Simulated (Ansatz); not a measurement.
**GeAsH (singlet): one geometry, many settings at a displaced geometry (v2)**

Aim: run GeAsH (singlet) at one geometry under a spread of methods and options, and see what each costs and gives.

Method: the settings change from run to run; program: Ansatz 0.2.0, Gaussian basis.

26 further runs of the same task are left out: 16 that didn't finish, 10 set aside as unsound or not needed.

## Step 1: The geometry

The geometry is a PBE0/def2-TZVP stationary point (not a proven minimum) with its atoms shifted at random (size 0.100 Å). No spin-orbit coupling is included. The filled d shell of Ge, As may be among the frozen orbitals whatever the setting's name suggests; the logs give the count.

3 atoms, charge 0, spin multiplicity 1.

Atoms are counted from 1 here; the program's logs count them from 0.

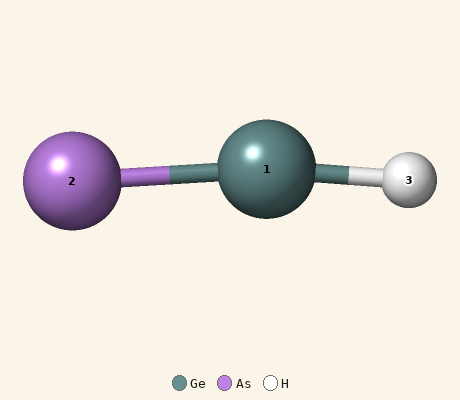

The geometry (germanium teal, arsenic purple, hydrogen white); atoms are numbered from 1 in the order of the file.

Geometry (Å):

```
Ge    0.0844    0.0052    0.1834
As   -0.0805    0.0136   -1.8960
H    -0.0039   -0.0188    1.7126
```

## Step 2: MRCISD+Q(4,2)/STO-3G

The input, in.yaml:

```yaml
crystal:
  periodic: [false, false, false]
  atoms:
    - {symbol: Ge, position_ang: [0.084376, 0.005225, 0.183398]}
    - {symbol: As, position_ang: [-0.080498, 0.013599, -1.896009]}
    - {symbol: H, position_ang: [-0.003878, -0.018825, 1.712611]}
basis:
  gaussian: {orbitals: STO-3G, point_charges: [{charge: 0.50, position_ang: [3.150, -0.783, 0.682]}]}
correlation: {method: fic_mrcisd_q, electrons: outside_noble_gas, active_space: {window: {electrons: 4, orbitals: 2}}}
scf: {lower_state_search: light}
```

Command:

```console
$ ansatz run in.yaml --threads 1 --pin off --events-out ev --progress --plain --max-ram 2393MiB
```

The log of the run (excerpt; [...] marks lines left out):

```text
Functional definition: HF
  name "HF"
  cite "Fock, Z. Phys. 61, 126 (1930) doi:10.1007/BF01340294"
  parent pbe
[...]
366 factors; integrals over basis functions are off by at most 1.7e-5 eV
[...]
mean field -115962.46069108 eV, -4261.5418282184 hartree, gradient 3.3e-6 eV, S^2 0.000000; 1 other end points of the search recorded, 0 dependent functions left out; unrestricted orbitals would lower it
reference -115962.46069108 eV, -4261.5418282184 hartree; 33, 33 occupied and 4, 4 virtual orbitals, 366 factors
state -115962.46069108 eV, -4261.5418282184 hartree
contracted CI cycle   1: correlation 0.00000000 eV, 0.0000000000 hartree, residual 9.54e0 eV
contracted CI cycle   2: correlation -2.81315488 eV, -0.1033815350 hartree, residual 2.46e0 eV
contracted CI cycle   3: correlation -3.07139658 eV, -0.1128717423 hartree, residual 1.11e0 eV
contracted CI cycle   4: correlation -3.13173330 eV, -0.1150890762 hartree, residual 7.12e-1 eV
contracted CI cycle   5: correlation -3.15657049 eV, -0.1160018258 hartree, residual 2.76e-1 eV
contracted CI cycle   6: correlation -3.15948733 eV, -0.1161090177 hartree, residual 1.04e-1 eV
contracted CI cycle   7: correlation -3.15984543 eV, -0.1161221779 hartree, residual 3.36e-2 eV
contracted CI cycle   8: correlation -3.15988953 eV, -0.1161237984 hartree, residual 1.23e-2 eV
contracted CI cycle   9: correlation -3.15989546 eV, -0.1161240163 hartree, residual 4.25e-3 eV
contracted CI cycle  10: correlation -3.15989607 eV, -0.1161240389 hartree, residual 1.19e-3 eV
contracted CI cycle  11: correlation -3.15989612 eV, -0.1161240406 hartree, residual 4.12e-4 eV
state -115962.46069108 eV, -4261.5418282184 hartree; corrected -115966.07807459 eV, -4261.6747646104 hartree
WARN: 2 active orbitals are nearly empty or full. The corrections depend on them more than the energy does, and are more stable in an active space without them
Total energy: -115966.07807459 eV, -4261.6747646104 hartree
```

Wall time 4.4 s (1 thread of AMD EPYC, shared host).

From the report: 1 determinant; active occupations 2.00, 2.00. The report marks this result as in doubt.

## Step 3: CCSDT on RHF/STO-3G

The input, in.yaml:

```yaml
crystal:
  periodic: [false, false, false]
  atoms:
    - {symbol: Ge, position_ang: [0.084376, 0.005225, 0.183398]}
    - {symbol: As, position_ang: [-0.080498, 0.013599, -1.896009]}
    - {symbol: H, position_ang: [-0.003878, -0.018825, 1.712611]}
basis:
  gaussian: {orbitals: STO-3G, point_charges: [{charge: -1.00, position_ang: [5.012, -0.270, -0.187]}]}
magnetization: {spin_polarized: false}
correlation: {method: ccsdt, electrons: outside_noble_gas}
output: {forces: true}
```

Launched as before.

The log of the run (excerpt; [...] marks lines left out):

```text
Functional definition: HF
  name "HF"
  cite "Fock, Z. Phys. 61, 126 (1930) doi:10.1007/BF01340294"
  parent pbe
[...]
450 factors; integrals over basis functions are off by at most 4.3e-8 eV
[...]
mean field -115962.59690990 eV, -4261.5468341676 hartree, gradient 4.2e-6 eV, S^2 0.000000; 0 other end points of the search recorded, 0 dependent functions left out; unrestricted orbitals would lower it
[...]
28 core orbitals not correlated, not the lowest: weight in the atoms' cores, before any rotation towards them, 0.792 or more for the frozen orbitals, at most 0.167 for the correlated occupied ones
reference -115962.59690990 eV, -4261.5468341676 hartree; 5, 5 occupied and 4, 4 virtual orbitals, 450 factors
second order -3.09217821 eV of doubles, -0.00000000 eV of singles
cycle   1  -3.06769040 eV  change    2.4e-2 eV  update   1.1e-1
[...]
cycle  13  -3.52559155 eV  change   -9.5e-7 eV  update   1.2e-6
[...]
Total energy: -115966.12250146 eV, -4261.6763972675 hartree
Atom 0 at     0.084376     0.005225     0.183398 Å, force    -0.343141    -0.026308    -1.009906 eV/Å
Atom 1 at    -0.080498     0.013599    -1.896009 Å, force     0.202838    -0.005029     2.681434 eV/Å
Atom 2 at    -0.003878    -0.018825     1.712611 Å, force     0.176633     0.029466    -1.702701 eV/Å
Dipole moment:     0.080949    -0.006443     0.324835 e Å
```

Run time: 3.8 s. Hardware: 1 thread of AMD EPYC, shared host.

From the report: correlation -3.5256 eV; T1 0.014; largest double amplitude 0.20.

## Step 4: MP2 on RHF/cc-pVDZ

The input, in.yaml:

```yaml
crystal:
  periodic: [false, false, false]
  atoms:
    - {symbol: Ge, position_ang: [0.084376, 0.005225, 0.183398]}
    - {symbol: As, position_ang: [-0.080498, 0.013599, -1.896009]}
    - {symbol: H, position_ang: [-0.003878, -0.018825, 1.712611]}
basis:
  gaussian: {orbitals: cc-pVDZ}
magnetization: {spin_polarized: false}
correlation: {method: mp2, electrons: all}
scf: {lower_state_search: light}
output: {forces: true}
```

Same command.

The log of the run (excerpt; [...] marks lines left out):

```text
Functional definition: HF
  name "HF"
  cite "Fock, Z. Phys. 61, 126 (1930) doi:10.1007/BF01340294"
  parent pbe
[...]
700 factors; integrals over basis functions are off by at most 1.2e-3 eV
[...]
mean field -117282.10240950 eV, -4310.0377668848 hartree, gradient 9.8e-7 eV, S^2 0.000000; 0 other end points of the search recorded, 0 dependent functions left out; unrestricted orbitals would lower it
[...]
reference -117282.10240950 eV, -4310.0377668848 hartree; 33, 33 occupied and 26, 26 virtual orbitals, 700 factors
second order -6.89160144 eV of doubles, -0.00000000 eV of singles
[...]
Total energy: -117288.99401094 eV, -4310.2910285664 hartree
Atom 0 at     0.084376     0.005225     0.183398 Å, force    -0.046588    -0.020079     1.490947 eV/Å
Atom 1 at    -0.080498     0.013599    -1.896009 Å, force    -0.045900     0.010920    -1.374283 eV/Å
Atom 2 at    -0.003878    -0.018825     1.712611 Å, force     0.092488     0.009158    -0.116664 eV/Å
Dipole moment:     0.006456    -0.002900     0.319642 e Å
```

Run time: 8 s. Hardware: 1 thread of AMD EPYC, shared host.

## Step 5: BCCD(T) on RHF/aug-cc-pVDZ

in.yaml, as its differences from that of step 4:

```diff
@@ -7,6 +7,5 @@
 basis:
-  gaussian: {orbitals: cc-pVDZ}
+  gaussian: {orbitals: aug-cc-pVDZ}
 magnetization: {spin_polarized: false}
-correlation: {method: mp2, electrons: all}
-scf: {lower_state_search: light}
+correlation: {method: bccd_t, electrons: outside_noble_gas}
 output: {forces: true}
```

The command is unchanged.

The log of the run (excerpt; [...] marks lines left out):

```text
Functional definition: HF
  name "HF"
  cite "Fock, Z. Phys. 61, 126 (1930) doi:10.1007/BF01340294"
  parent pbe
[...]
922 factors; integrals over basis functions are off by at most 9.0e-4 eV
[...]
mean field -117282.19375816 eV, -4310.0411238864 hartree, gradient 1.1e-6 eV, S^2 0.000000; 0 other end points of the search recorded, 0 dependent functions left out; unrestricted orbitals would lower it
28 core orbitals not correlated: weight in the atoms' cores, before any rotation towards them, 0.999 or more for the frozen orbitals, at most 0.001 for the correlated occupied ones
reference -117282.19375816 eV, -4310.0411238864 hartree; 5, 5 occupied and 48, 48 virtual orbitals, 922 factors
second order -5.52806526 eV of doubles, -0.00000000 eV of singles
cycle   1  -5.71567011 eV  change   -1.9e-1 eV  update   1.0e-1
[...]
cycle  12  -6.02141162 eV  change    1.6e-6 eV  update   2.2e-6
perturbative correction -0.39654108 eV, -0.0145726159 hartree
[...]
Total energy: -117288.61171086 eV, -4310.2769792977 hartree
Atom 0 at     0.084376     0.005225     0.183398 Å, force     0.061491    -0.012588     1.652068 eV/Å
Atom 1 at    -0.080498     0.013599    -1.896009 Å, force    -0.104525     0.010432    -1.792680 eV/Å
Atom 2 at    -0.003878    -0.018825     1.712611 Å, force     0.043033     0.002157     0.140612 eV/Å
Dipole moment:     0.002293    -0.003623     0.353636 e Å
```

It took 21 s on 1 thread of AMD EPYC, shared host; peak memory 0.28 GiB.

From the report: correlation -6.4180 eV; largest double amplitude 0.10.

## Step 6: CASSCF(4,4)/cc-pVDZ

in.yaml, as its differences from that of step 5:

```diff
@@ -7,5 +7,4 @@
 basis:
-  gaussian: {orbitals: aug-cc-pVDZ}
-magnetization: {spin_polarized: false}
-correlation: {method: bccd_t, electrons: outside_noble_gas}
+  gaussian: {orbitals: cc-pVDZ}
+correlation: {active_space: {window: {electrons: 4, orbitals: 4}, states: [{multiplicity: 1, weights: [1, 0.5]}, {multiplicity: 3, weights: [1]}]}}
 output: {forces: true}
```

Same command.

The log of the run (excerpt; [...] marks lines left out):

```text
Functional definition: HF
  name "HF"
  cite "Fock, Z. Phys. 61, 126 (1930) doi:10.1007/BF01340294"
  parent pbe
[...]
1151 factors; integrals over basis functions are off by at most 2.5e-7 eV
[...]
mean field -117282.10255652 eV, -4310.0377722879 hartree, gradient 9.1e-7 eV, S^2 0.000000; 0 other end points of the search recorded, 0 dependent functions left out
reference -117282.10255652 eV, -4310.0377722879 hartree; 33, 33 occupied and 26, 26 virtual orbitals, 1151 factors
state -117283.37782039 eV, -4310.0846373705 hartree
state -117279.62731531 eV, -4309.9468088510 hartree
state -117281.21873956 eV, -4310.0052926137 hartree
[...]
Total energy: -117281.76408704 eV, -4310.0253337639 hartree
Atom 0 at     0.084376     0.005225     0.183398 Å, force     0.893821     0.034307     3.891797 eV/Å
Atom 1 at    -0.080498     0.013599    -1.896009 Å, force    -0.548077    -0.009107    -3.491133 eV/Å
Atom 2 at    -0.003878    -0.018825     1.712611 Å, force    -0.345745    -0.025200    -0.400663 eV/Å
Dipole moment:    -0.048773    -0.007294     0.289729 e Å
```

Wall time 15 s (1 thread of AMD EPYC, shared host).

From the report: 36 determinants; active occupations (of the averaged states) 1.66, 1.61, 0.47, 0.27.

## Step 7: CCSD(T)/cc-pVDZ

The input, in.yaml:

```yaml
crystal:
  periodic: [false, false, false]
  atoms:
    - {symbol: Ge, position_ang: [0.084376, 0.005225, 0.183398]}
    - {symbol: As, position_ang: [-0.080498, 0.013599, -1.896009]}
    - {symbol: H, position_ang: [-0.003878, -0.018825, 1.712611]}
basis:
  gaussian: {orbitals: cc-pVDZ}
magnetization: {spin_polarized: true, initial_magnetization: 0}
hamiltonian: {xc: {name: r2SCAN}}
correlation: {method: ccsd_t, electrons: outside_noble_gas}
scf: {lower_state_search: off}
output: {forces: true}
```

Same command.

The log of the run (excerpt; [...] marks lines left out):

```text
Functional definition: r2SCAN
  name "r2SCAN"
  cite "Furness, Kaplan, Ning, Perdew & Sun, J. Phys. Chem. Lett. 11, 8208 (2020) doi:10.1021/acs.jpclett.0c02405"
  cite "Furness, Kaplan, Ning, Perdew & Sun, J. Phys. Chem. Lett. 11, 9248 (2020) doi:10.1021/acs.jpclett.0c03077"
  parent r2scan
[...]
700 factors; integrals over basis functions are off by at most 1.2e-3 eV
[...]
mean field -117372.48962992 eV, -4313.3594359686 hartree, gradient 1.9e-6 eV, S^2 0.000000; 0 other end points of the search recorded, 0 dependent functions left out
28 core orbitals not correlated: weight in the atoms' cores, before any rotation towards them, 0.998 or more for the frozen orbitals, at most 0.001 for the correlated occupied ones
reference -117281.35138604 eV, -4310.0101672818 hartree; 5, 5 occupied and 26, 26 virtual orbitals, 700 factors
second order -5.76935340 eV of doubles, -0.29149090 eV of singles
cycle   1  -5.80320075 eV  change    2.4e-1 eV  update   1.2e-1
[...]
cycle  14  -6.18272123 eV  change   -2.3e-7 eV  update   2.4e-7
perturbative correction -0.38048470 eV, -0.0139825547 hartree
[...]
Total energy: -117287.91459197 eV, -4310.2513606509 hartree
Atom 0 at     0.084376     0.005225     0.183398 Å, force     0.048015    -0.013529     1.632582 eV/Å
Atom 1 at    -0.080498     0.013599    -1.896009 Å, force    -0.097479     0.010597    -1.752248 eV/Å
Atom 2 at    -0.003878    -0.018825     1.712611 Å, force     0.049464     0.002932     0.119666 eV/Å
Dipole moment:     0.002710    -0.003211     0.318799 e Å
Checks for a lower state left out: starts, cluster_reference, orbital_swaps, neighbouring_geometries, increment
```

Run time: 23 s. Hardware: 1 thread of AMD EPYC, shared host.

From the report: ⟨S²⟩ of the determinant 0.000 (pure singlet: 0.00); correlation -6.5632 eV; T1 0.018; largest double amplitude 0.13. The orbitals are Kohn-Sham ones, so correlation energy and T1 don't compare with those on Hartree-Fock orbitals.

## Step 8: CISD/6-31G

The input, in.yaml:

```yaml
crystal:
  periodic: [false, false, false]
  atoms:
    - {symbol: Ge, position_ang: [0.084376, 0.005225, 0.183398]}
    - {symbol: As, position_ang: [-0.080498, 0.013599, -1.896009]}
    - {symbol: H, position_ang: [-0.003878, -0.018825, 1.712611]}
basis:
  gaussian: {orbitals: 6-31G}
correlation: {active_space: {ras: {orbitals: [5, 0, 27], electrons: 10, max_holes: 2, max_particles: 2}, fixed_orbitals: true}}
accuracy: high
```

Launched as before.

The log of the run:

```text
Functional definition: HF
  name "HF"
  cite "Fock, Z. Phys. 61, 126 (1930) doi:10.1007/BF01340294"
  parent pbe
  exchange = exact_x
  correlation = 0
908 factors; integrals over basis functions are off by at most 4.1e-9 eV
mean field evaluation 1: about -117263.6206 eV, gradient 1.5e1 eV
mean field evaluation 2: about -117263.6909 eV, gradient 1.5e1 eV
mean field evaluation 4: about -117264.7411 eV, gradient 1.7e0 eV
mean field evaluation 8: about -117264.7581 eV, gradient 2.0e-1 eV
mean field evaluation 16: about -117264.7587 eV, gradient 1.9e-8 eV
mean field -117264.75865611 eV, -4309.4003957038 hartree, gradient 1.9e-8 eV, S^2 0.000000; 0 other end points of the search recorded, 0 dependent functions left out
reference -117264.75865611 eV, -4309.4003957038 hartree; 33, 33 occupied and 27, 27 virtual orbitals, 908 factors
state -117268.25683219 eV, -4309.5289513034 hartree
Total energy: -117268.25683219 eV, -4309.5289513034 hartree
```

Wall time 5.5 s (1 thread of AMD EPYC, shared host).

From the report: 13,700 determinants.

## Step 9: BCCD/cc-pVDZ

The input, in.yaml:

```yaml
crystal:
  periodic: [false, false, false]
  atoms:
    - {symbol: Ge, position_ang: [0.084376, 0.005225, 0.183398]}
    - {symbol: As, position_ang: [-0.080498, 0.013599, -1.896009]}
    - {symbol: H, position_ang: [-0.003878, -0.018825, 1.712611]}
basis:
  gaussian: {orbitals: cc-pVDZ}
magnetization: {spin_polarized: true, initial_magnetization: 0}
hamiltonian: {xc: {name: PBE0}, pseudopotentials: {relativity: none}}
correlation: {method: bccd, electrons: valence, diis_vectors: 1}
```

Launched as before.

The log of the run (excerpt; [...] marks lines left out):

```text
Functional definition: PBE0
  name "PBE0"
  cite "Adamo & Barone, J. Chem. Phys. 110, 6158 (1999) doi:10.1063/1.478522"
  cite "Perdew, Burke & Ernzerhof, Phys. Rev. Lett. 77, 3865 (1996) doi:10.1103/PhysRevLett.77.3865"
  parent pbe
[...]
700 factors; integrals over basis functions are off by at most 1.2e-3 eV
[...]
mean field -117358.52621930 eV, -4312.8462900932 hartree, gradient 4.6e-6 eV, S^2 0.000000; 4 other end points of the search recorded, 0 dependent functions left out
18 core orbitals not correlated: weight in the atoms' cores, before any rotation towards them, 1.000 or more for the frozen orbitals, at most 0.000 for the correlated occupied ones
reference -117281.61338793 eV, -4310.0197956736 hartree; 15, 15 occupied and 26, 26 virtual orbitals, 700 factors
second order -6.87679311 eV of doubles, -0.38661382 eV of singles
cycle   1  -6.83038846 eV  change    4.2e-1 eV  update   1.2e-1
[...]
cycle  17  -7.24098117 eV  change   -7.9e-6 eV  update   1.7e-5
Total energy: -117288.85436910 eV, -4310.2858968234 hartree
```

Wall time 18 s (1 thread of AMD EPYC, shared host).

From the report: ⟨S²⟩ of the determinant 0.000 (pure singlet: 0.00); correlation -7.2410 eV; largest double amplitude 0.13.

## Step 10: NEVPT2(2,4)/STO-3G

The input, in.yaml:

```yaml
crystal:
  periodic: [false, false, false]
  atoms:
    - {symbol: Ge, position_ang: [0.084376, 0.005225, 0.183398]}
    - {symbol: As, position_ang: [-0.080498, 0.013599, -1.896009]}
    - {symbol: H, position_ang: [-0.003878, -0.018825, 1.712611]}
basis:
  gaussian: {orbitals: STO-3G}
correlation: {method: sc_nevpt2, electrons: outside_noble_gas, active_space: {window: {electrons: 2, orbitals: 4}}}
output: {forces: true}
```

Launched as before.

The log of the run (excerpt; [...] marks lines left out):

```text
Functional definition: HF
  name "HF"
  cite "Fock, Z. Phys. 61, 126 (1930) doi:10.1007/BF01340294"
  parent pbe
[...]
366 factors; integrals over basis functions are off by at most 1.7e-5 eV
[...]
mean field -115962.52923194 eV, -4261.5443470486 hartree, gradient 3.7e-6 eV, S^2 0.000000; 0 other end points of the search recorded, 0 dependent functions left out; unrestricted orbitals would lower it
reference -115962.52923194 eV, -4261.5443470486 hartree; 33, 33 occupied and 4, 4 virtual orbitals, 366 factors
state -115963.40745405 eV, -4261.5766211158 hartree
state -115963.40745405 eV, -4261.5766211158 hartree; corrected -115965.25708287 eV, -4261.6445937209 hartree
[...]
Total energy: -115965.25708287 eV, -4261.6445937209 hartree
Atom 0 at     0.084376     0.005225     0.183398 Å, force    -0.637513    -0.038017    -1.521237 eV/Å
Atom 1 at    -0.080498     0.013599    -1.896009 Å, force     0.385735    -0.006917     3.691220 eV/Å
Atom 2 at    -0.003878    -0.018825     1.712611 Å, force     0.251778     0.044934    -2.169984 eV/Å
Dipole moment:     0.009134    -0.002263     0.281807 e Å
```

Wall time 5.5 s (1 thread of AMD EPYC, shared host).

From the report: 10 determinants; active occupations 1.85, 0.15, 0.00, 0.00.

## Step 11: The runs in one table

Where basis and cores are those of an earlier RCCSDT(Q)/cc-pVDZ run (-117288.3610 eV), and the state is the same kind, the miss against it is given. † marks a result that the program doubts.

| level | correlated | functions | energy (eV) | from RCCSDT(Q) (meV) | time |
| --- | --- | --- | --- | --- | --- |
| MRCISD+Q(4,2)/STO-3G (beside a point charge) † | outside noble gas | 37 | -115966.0781 |  | 4.4 s |
| CCSDT on RHF/STO-3G (beside a point charge) | outside noble gas | 37 | -115966.1225 |  | 3.8 s |
| MP2 on RHF/cc-pVDZ | all | 59 | -117288.9940 |  | 8 s |
| BCCD(T) on RHF/aug-cc-pVDZ | outside noble gas | 81 | -117288.6117 |  | 21 s |
| CASSCF(4,4)/cc-pVDZ (mean of several states) |  | 59 | -117281.7641 |  | 15 s |
| CCSD(T)/cc-pVDZ (on r2SCAN orbitals) | outside noble gas | 59 | -117287.9146 | 446.4 | 23 s |
| CISD/6-31G | outside noble gas | 60 | -117268.2568 |  | 5.5 s |
| BCCD/cc-pVDZ (on PBE0 orbitals) | valence | 59 | -117288.8544 |  | 18 s |
| NEVPT2(2,4)/STO-3G | outside noble gas | 37 | -115965.2571 |  | 5.5 s |

## Step 12: Summary of results

| quantity | value |
| --- | --- |
| runs | 9 |
| quickest | CCSDT on RHF/STO-3G (beside a point charge), 3.8 s |
| slowest | CCSD(T)/cc-pVDZ (on r2SCAN orbitals), 23 s |

In words: Total energies in different bases, with other cores or another treatment of relativity can't be set against each other. CCSD(T)/cc-pVDZ (on r2SCAN orbitals) took 6 times as long as CCSDT on RHF/STO-3G (beside a point charge); the jobs differ in more than the method. Cores frozen from Kohn-Sham orbitals shift the total energy.
